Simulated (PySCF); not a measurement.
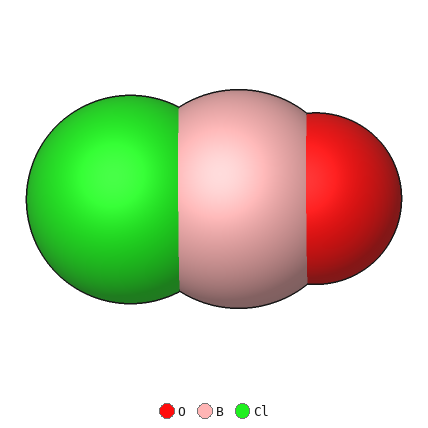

The geometry was computed by an optimisation with PBE0-D3(BJ)/def2-SVP. No frequency run is at hand to confirm it as a minimum.

Give the structural formula.

SMILES: O=BCl

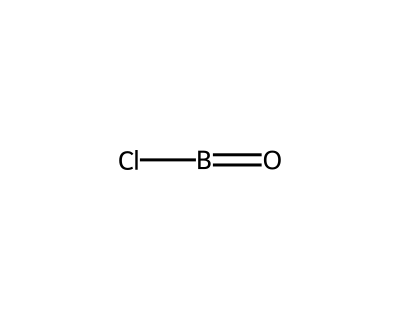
